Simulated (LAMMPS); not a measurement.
Simulation of BN (zinc blende), 1000 atoms, at 200 K and 0 GPa, heated as the crystal.

All values are model results, not measurements: classical MD, pair style extep, file BN.extep, run in LAMMPS.

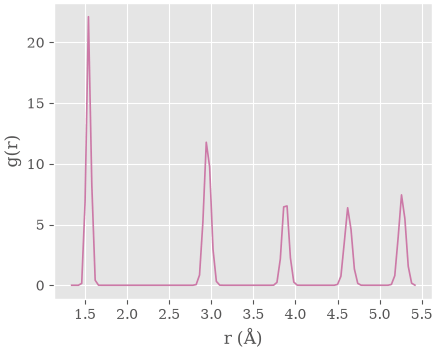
g(r) against r (Å)

The data show:
- state found: crystal; no diffusion seen in 30 ps
- first peak of g(r), B-N: 1.54 Å, height 22.1
- coordination number of B by N: 4.00 (counted to 2.10 Å)
- coordination number of N by B: 4.00 (counted to 2.10 Å)

Caution: nuclei are classical, which matters for such light atoms.
